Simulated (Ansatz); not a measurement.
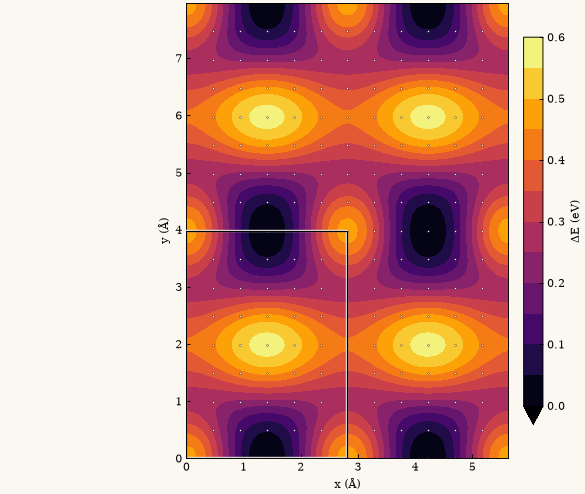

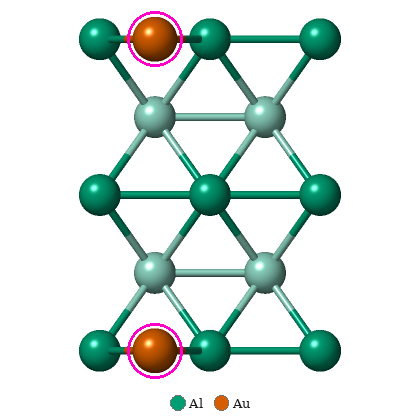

Energy landscape of Au on an Al(110) slab cut from the Fm-3m phase, its upper half relaxed before the scan (16 atoms of substrate and one adsorbate in a 2 × 2 cell). Au is moved over the surface cell at a fixed height above a rigid substrate; the origin of the map has the adsorbate above Al13; the height is held at 2.20 Å. Places are given modulo a cell vector. The map is drawn in real space over the plane of the surface. The grid has 6 × 8 points; 20 points were computed and 28 follow by symmetry. Places are given in fractions of the 1 × 1 surface cell. Energies: eV, counted from the lowest grid point. The runs have no spin polarisation, so an open-shell adsorbate far from the surface lies too high. At a fixed height the lowest place need not be the adsorption site. All numbers below come from DFT PBE+D3(BJ), scalar-relativistic, plane waves, PAW in Ansatz. Settings: cutoff 420 eV, k-mesh 5×4×1, gaussian smearing 0.1 eV, no spin polarisation.

Drawn: filled contours, dots at the grid points, the outline of one cell of the 2 × 2 shown. Between grid points the surface is interpolated. The second picture is the structure at the lowest point; rings mark the moved atoms.

Q: Describe this landscape.

A: The lowest grid point is at a bridge site between two Al atoms, (3/6, 0/8) of the cell vectors. It is the only kind of minimum in the scanned range. The highest grid point, a fourfold hollow over a second-layer Al atom, (3/6, 4/8) of the cell vectors, lies 0.570 eV above the lowest. On the interpolated surface the easiest way out of the lowest well to its copy in the next cell or period passes a barrier of about 0.28 eV. At the lowest point the adsorbate has 2 Al at 2.61 Å as nearest neighbours, at the highest 4 Al at 3.28 Å.

The whole map (20 points run) took 7.2 min on 1 thread of Intel(R) Xeon(R) 6975P-C (Granite Rapids), with other jobs on the host.
